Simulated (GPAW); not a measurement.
## Run report: NH$_{3}$S, geometry relaxation (part 2 of 4)

NH$_{3}$S (Thiohydroxylamine), SMILES NS; revPBE/real-space grid, dispersion D4, scalar-relativistic datasets (GPAW 26.7.0). The atoms were displaced at random from an optimised geometry.

Geometry of the input (Å):
```
N  0.0000  0.0000  0.0000
S  1.6942  0.0000  0.0000
H  -0.4579  0.9096  0.0000
H  -0.4046  -0.4163  -0.8337
H  1.8825  -0.5759  1.0922
```

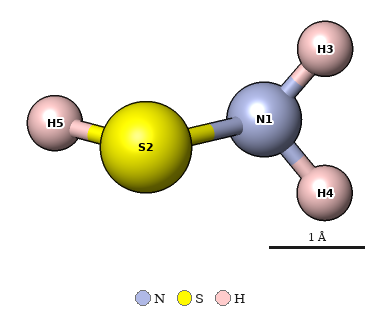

*The starting structure (ball-and-stick view, seen at a tilt; atoms are numbered from 1 in the order of the input).*

**What the program printed, continued**
```
Forces  # eV/Ang
|        x |        y |        z |
|----------|----------|----------|
|  1.41192 | -0.20961 |  0.17523 |  # N    0
| -0.66439 | -1.72041 |  3.43205 |  # S    1
| -0.30992 |  0.70475 | -0.04023 |  # H    2
| -0.49634 | -0.35008 | -0.69338 |  # H    3
|  0.04755 |  1.53757 | -2.90179 |  # H    4

Force computation time: 0.043  # s
        .---------------------------.
       /|                           |
      / |                           |
     /  |                           |
    /   |                           |
   /    |                           |
  /     |                           |
 *      |                           |
 |      |                           |
 |      |                           |
 |      |       H    H              |
 |      |        N   S              |
 |      |      H                    |
 |      |                           |
 |      .---------------------------.
 |     /                           /
 |    /                           /
 |   /                           /
 |  /                           /
 | /                           /
 |/                           /
 *---------------------------*

Atoms  # Å, Bohr magnetons
|   | symbol |        x |        y |        z |    initial magnetic moments |
|---|--------|----------|----------|----------|-----------------------------|
| 0 |      N | 5.023457 | 5.232282 | 5.629375 | ( 0.0000,  0.0000,  0.0000) |
| 1 |      S | 6.745797 | 5.266046 | 5.573927 | ( 0.0000,  0.0000,  0.0000) |
| 2 |      H | 4.598813 | 6.151391 | 5.639031 | ( 0.0000,  0.0000,  0.0000) |
| 3 |      H | 4.648810 | 4.805475 | 4.793866 | ( 0.0000,  0.0000,  0.0000) |
| 4 |      H | 6.936056 | 4.628262 | 6.776570 | ( 0.0000,  0.0000,  0.0000) |

Unit cell  # Å
| periodic |         x |         y |         z |   lengths |    angles |
|----------|-----------|-----------|-----------|-----------|-----------|
|       no | 11.520000 |  0.000000 |  0.000000 | 11.520000 | 90.000000 |
|       no |  0.000000 | 10.800000 |  0.000000 | 10.800000 | 90.000000 |
|       no |  0.000000 |  0.000000 | 11.520000 | 11.520000 | 90.000000 |

Initialization done in: 2.211 s

convergence criteria:
- Maximum [total energy] change in last 3 cyles: 0.0005 eV / valence electron
- Maximum integral of absolute [dens]ity change: 0.0001 electrons / valence electron
- Maximum integral of absolute [eigenst]ate change: 4e-08 eV^2 / valence electron
maximum number of iterations: 80

SCF iterations
|iter     |     time |      energy | eigst |  dens |
|---------|----------|-------------|-------|-------|
|iter:   1| 00:00:51 |  -16.093057 | +0.15 |       |
|iter:   2| 00:00:52 |  -16.343438 | -0.93 | -1.22 |
|iter:   3| 00:00:55 |  -18.380000 | -0.34 | -1.27 |
|iter:   4| 00:00:57 |  -20.165572 | -0.83 | -1.65 |
|iter:   5| 00:00:59 |  -21.534430 | -1.62 | -2.03 |
|iter:   6| 00:01:00 |  -22.026759 | -2.42 | -2.45 |
|iter:   7| 00:01:01 |  -22.131228 | -3.43 | -3.05 |
|iter:   8| 00:01:02 |  -22.130387 | -4.27 | -3.45 |
|iter:   9| 00:01:03 |  -22.126098c| -4.96 | -4.04c|
|iter:  10| 00:01:04 |  -22.126164c| -5.60 | -4.43c|
|iter:  11| 00:01:05 |  -22.126497c| -6.22 | -4.98c|
|iter:  12| 00:01:06 |  -22.126286c| -6.90 | -5.14c|
|iter:  13| 00:01:07 |  -22.126314c| -7.51c| -5.57c|

Converged in 13 steps
SCF loop duration: 16.406 s (1.262 s/step)
Energy contributions relative to reference atoms: (reference = -12381.520621)

Energy contributions:
  Kinetic:          22.808669
  Coulomb:         -25.343865
  Zero:              0.535454
  External:          0.000000
  Xc:              -20.126571
  Entropy:           0.000000
  Spinorbit:         0.000000
  ----------------------------
  Free energy:     -22.126314
  Extrapolated:    -22.126314

dipole moment: (-0.215551, 0.066516, -0.092967)  # |e|*Ang

Fermi level: -4.389
Eigenvalues  # (at kpt = [0.000, 0.000, 0.000])
| band index |      eig [eV] | occ [0-2] |
|------------|---------------|-----------|
|          0 |       -22.509 |     2.000 |
|          1 |       -17.246 |     2.000 |
|          2 |       -12.165 |     2.000 |
|          3 |       -11.084 |     2.000 |
|          4 |        -9.710 |     2.000 |
|          5 |        -6.290 |     2.000 |
|          6 |        -5.769 |     2.000 |
|          7 |        -1.314 |     0.000 |
|          8 |        -0.440 |     0.000 |
|          9 |         0.062 |     0.000 |
|         10 |         0.558 |     0.000 |

Gap: 4.454 eV
Transition (v -> c):
  (s=0, k=0, n=6, [0.00, 0.00, 0.00]) -> (s=0, k=0, n=7, [0.00, 0.00, 0.00])
No difference between direct/indirect transitions
vacuum-level: 0.000  # V

Forces  # eV/Ang
|        x |        y |        z |
|----------|----------|----------|
| -0.41047 | -0.14562 |  0.03450 |  # N    0
|  0.11995 | -0.03242 |  0.36871 |  # S    1
|  0.21049 |  0.58116 |  0.28897 |  # H    2
|  0.02758 | -0.55019 | -0.36680 |  # H    3
|  0.03814 |  0.14634 | -0.32427 |  # H    4

Force computation time: 0.038  # s
BFGSLineSearch:    1[  2] 00:01:07      -22.320731       0.6824
        .---------------------------.
       /|                           |
      / |                           |
     /  |                           |
    /   |                           |
   /    |                           |
  /     |                           |
 *      |                           |
 |      |                           |
 |      |                           |
 |      |       H    H              |
 |      |       N    S              |
 |      |      H                    |
 |      |                           |
 |      .---------------------------.
 |     /                           /
 |    /                           /
 |   /                           /
 |  /                           /
 | /                           /
 |/                           /
 *---------------------------*

Atoms  # Å, Bohr magnetons
|   | symbol |        x |        y |        z |    initial magnetic moments |
|---|--------|----------|----------|----------|-----------------------------|
| 0 |      N | 4.976517 | 5.217488 | 5.632835 | ( 0.0000,  0.0000,  0.0000) |
| 1 |      S | 6.757003 | 5.275756 | 5.587468 | ( 0.0000,  0.0000,  0.0000) |
| 2 |      H | 4.622988 | 6.210963 | 5.670161 | ( 0.0000,  0.0000,  0.0000) |
| 3 |      H | 4.653907 | 4.747843 | 4.757098 | ( 0.0000,  0.0000,  0.0000) |
| 4 |      H | 6.941199 | 4.631436 | 6.765516 | ( 0.0000,  0.0000,  0.0000) |

Unit cell  # Å
| periodic |         x |         y |         z |   lengths |    angles |
|----------|-----------|-----------|-----------|-----------|-----------|
|       no | 11.520000 |  0.000000 |  0.000000 | 11.520000 | 90.000000 |
|       no |  0.000000 | 10.800000 |  0.000000 | 10.800000 | 90.000000 |
|       no |  0.000000 |  0.000000 | 11.520000 | 11.520000 | 90.000000 |

Initialization done in: 2.209 s

convergence criteria:
- Maximum [total energy] change in last 3 cyles: 0.0005 eV / valence electron
- Maximum integral of absolute [dens]ity change: 0.0001 electrons / valence electron
- Maximum integral of absolute [eigenst]ate change: 4e-08 eV^2 / valence electron
maximum number of iterations: 80

SCF iterations
|iter     |     time |      energy | eigst |  dens |
|---------|----------|-------------|-------|-------|
|iter:   1| 00:01:09 |  -24.534658 | -0.19 |       |
|iter:   2| 00:01:11 |  -24.402188 | -1.25 | -1.51 |
|iter:   3| 00:01:13 |  -23.563297 | -0.96 | -1.56 |
|iter:   4| 00:01:15 |  -22.856183 | -1.67 | -1.99 |
|iter:   5| 00:01:16 |  -22.260246 | -2.29 | -2.32 |
|iter:   6| 00:01:18 |  -22.145383 | -3.15 | -2.89 |
|iter:   7| 00:01:19 |  -22.115660 | -4.05 | -3.37 |
|iter:   8| 00:01:20 |  -22.107906 | -4.58 | -3.70 |
|iter:   9| 00:01:21 |  -22.105896 | -5.47 | -4.06c|
|iter:  10| 00:01:22 |  -22.107161c| -5.89 | -4.65c|
|iter:  11| 00:01:23 |  -22.107136c| -6.95 | -4.75c|
|iter:  12| 00:01:24 |  -22.107151c| -7.04 | -5.21c|
|iter:  13| 00:01:24 |  -22.107057c| -7.72c| -5.32c|

Converged in 13 steps
SCF loop duration: 15.305 s (1.177 s/step)
Energy contributions relative to reference atoms: (reference = -12381.520621)

Energy contributions:
  Kinetic:          18.476783
  Coulomb:         -22.261769
  Zero:              0.536144
  External:          0.000000
  Xc:              -18.858215
  Entropy:           0.000000
  Spinorbit:         0.000000
  ----------------------------
  Free energy:     -22.107057
  Extrapolated:    -22.107057

dipole moment: (-0.186212, 0.064153, -0.090095)  # |e|*Ang

Fermi level: -4.389
Eigenvalues  # (at kpt = [0.000, 0.000, 0.000])
| band index |      eig [eV] | occ [0-2] |
|------------|---------------|-----------|
|          0 |       -22.024 |     2.000 |
|          1 |       -17.139 |     2.000 |
|          2 |       -12.139 |     2.000 |
|          3 |       -10.721 |     2.000 |
|          4 |        -9.588 |     2.000 |
|          5 |        -6.322 |     2.000 |
|          6 |        -5.824 |     2.000 |
|          7 |        -1.521 |     0.000 |
|          8 |        -0.473 |     0.000 |
|          9 |        -0.009 |     0.000 |
|         10 |         0.503 |     0.000 |

Gap: 4.303 eV
Transition (v -> c):
  (s=0, k=0, n=6, [0.00, 0.00, 0.00]) -> (s=0, k=0, n=7, [0.00, 0.00, 0.00])
No difference between direct/indirect transitions
vacuum-level: 0.000  # V

Forces  # eV/Ang
|        x |        y |        z |
|----------|----------|----------|
|  0.08954 |  0.65414 | -0.52310 |  # N    0
| -0.71378 |  0.05815 | -0.03903 |  # S    1
|  0.36648 | -1.23434 | -0.27824 |  # H    2
|  0.21790 |  0.61375 |  0.71564 |  # H    3
|  0.03595 | -0.04282 |  0.03823 |  # H    4

Force computation time: 0.041  # s
        .---------------------------.
       /|                           |
      / |                           |
     /  |                           |
    /   |                           |
   /    |                           |
  /     |                           |
 *      |                           |
 |      |                           |
 |      |                           |
 |      |       H    H              |
 |      |        N   S              |
 |      |      H                    |
 |      |                           |
 |      .---------------------------.
 |     /                           /
 |    /                           /
 |   /                           /
 |  /                           /
 | /                           /
 |/                           /
 *---------------------------*

Atoms  # Å, Bohr magnetons
|   | symbol |        x |        y |        z |    initial magnetic moments |
|---|--------|----------|----------|----------|-----------------------------|
| 0 |      N | 5.003620 | 5.226030 | 5.630837 | ( 0.0000,  0.0000,  0.0000) |
| 1 |      S | 6.750533 | 5.270149 | 5.579649 | ( 0.0000,  0.0000,  0.0000) |
| 2 |      H | 4.609029 | 6.176566 | 5.652186 | ( 0.0000,  0.0000,  0.0000) |
| 3 |      H | 4.650964 | 4.781120 | 4.778328 | ( 0.0000,  0.0000,  0.0000) |
| 4 |      H | 6.938229 | 4.629604 | 6.771899 | ( 0.0000,  0.0000,  0.0000) |

Unit cell  # Å
| periodic |         x |         y |         z |   lengths |    angles |
|----------|-----------|-----------|-----------|-----------|-----------|
|       no | 11.520000 |  0.000000 |  0.000000 | 11.520000 | 90.000000 |
|       no |  0.000000 | 10.800000 |  0.000000 | 10.800000 | 90.000000 |
|       no |  0.000000 |  0.000000 | 11.520000 | 11.520000 | 90.000000 |

Initialization done in: 2.101 s

convergence criteria:
- Maximum [total energy] change in last 3 cyles: 0.0005 eV / valence electron
- Maximum integral of absolute [dens]ity change: 0.0001 electrons / valence electron
- Maximum integral of absolute [eigenst]ate change: 4e-08 eV^2 / valence electron
maximum number of iterations: 80

SCF iterations
|iter     |     time |      energy | eigst |  dens |
|---------|----------|-------------|-------|-------|
|iter:   1| 00:01:27 |  -20.695842 | -0.69 |       |
|iter:   2| 00:01:28 |  -20.765618 | -1.74 | -1.77 |
|iter:   3| 00:01:30 |  -21.232719 | -1.46 | -1.82 |
|iter:   4| 00:01:32 |  -21.697375 | -2.11 | -2.24 |
|iter:   5| 00:01:33 |  -22.071090 | -2.78 | -2.58 |
|iter:   6| 00:01:35 |  -22.133140 | -3.63 | -3.16 |
|iter:   7| 00:01:36 |  -22.148184 | -4.51 | -3.65 |
|iter:   8| 00:01:37 |  -22.153244 | -5.07 | -3.96 |
|iter:   9| 00:01:38 |  -22.153874c| -5.93 | -4.34c|
|iter:  10| 00:01:38 |  -22.153227c| -6.44 | -4.89c|
|iter:  11| 00:01:39 |  -22.153195c| -7.45c| -5.06c|

Converged in 11 steps
SCF loop duration: 13.022 s (1.184 s/step)
Energy contributions relative to reference atoms: (reference = -12381.520621)

Energy contributions:
  Kinetic:          20.929200
  Coulomb:         -24.022810
  Zero:              0.535285
  External:          0.000000
  Xc:              -19.594870
  Entropy:           0.000000
  Spinorbit:         0.000000
  ----------------------------
  Free energy:     -22.153195
  Extrapolated:    -22.153195

dipole moment: (-0.202494, 0.065664, -0.091725)  # |e|*Ang

Fermi level: -4.389
Eigenvalues  # (at kpt = [0.000, 0.000, 0.000])
| band index |      eig [eV] | occ [0-2] |
|------------|---------------|-----------|
|          0 |       -22.302 |     2.000 |
|          1 |       -17.191 |     2.000 |
|          2 |       -12.166 |     2.000 |
|          3 |       -10.926 |     2.000 |
|          4 |        -9.662 |     2.000 |
|          5 |        -6.302 |     2.000 |
|          6 |        -5.795 |     2.000 |
|          7 |        -1.395 |     0.000 |
|          8 |        -0.451 |     0.000 |
|          9 |         0.033 |     0.000 |
|         10 |         0.538 |     0.000 |

Gap: 4.401 eV
Transition (v -> c):
  (s=0, k=0, n=6, [0.00, 0.00, 0.00]) -> (s=0, k=0, n=7, [0.00, 0.00, 0.00])
No difference between direct/indirect transitions
vacuum-level: 0.000  # V

Forces  # eV/Ang
|        x |        y |        z |
|----------|----------|----------|
| -0.20143 |  0.15247 | -0.23202 |  # N    0
| -0.26407 |  0.01236 |  0.20402 |  # S    1
|  0.30543 | -0.21673 |  0.04551 |  # H    2
|  0.11987 | -0.03949 |  0.10835 |  # H    3
|  0.03533 |  0.07091 | -0.17670 |  # H    4

Force computation time: 0.038  # s
BFGSLineSearch:    2[  4] 00:01:39      -22.347090       0.3800
        .---------------------------.
       /|                           |
      / |                           |
     /  |                           |
    /   |                           |
   /    |                           |
  /     |                           |
 *      |                           |
 |      |                           |
 |      |                           |
 |      |       H    H              |
 |      |       N    S              |
 |      |      H                    |
 |      |                           |
 |      .---------------------------.
 |     /                           /
 |    /                           /
 |   /                           /
 |  /                           /
 | /                           /
 |/                           /
 *---------------------------*

Atoms  # Å, Bohr magnetons
|   | symbol |        x |        y |        z |    initial magnetic moments |
|---|--------|----------|----------|----------|-----------------------------|
| 0 |      N | 4.967463 | 5.236648 | 5.608717 | ( 0.0000,  0.0000,  0.0000) |
| 1 |      S | 6.725542 | 5.280037 | 5.594453 | ( 0.0000,  0.0000,  0.0000) |
| 2 |      H | 4.649132 | 6.173511 | 5.667349 | ( 0.0000,  0.0000,  0.0000) |
| 3 |      H | 4.665921 | 4.758228 | 4.777949 | ( 0.0000,  0.0000,  0.0000) |
| 4 |      H | 6.943463 | 4.633012 | 6.759432 | ( 0.0000,  0.0000,  0.0000) |
```
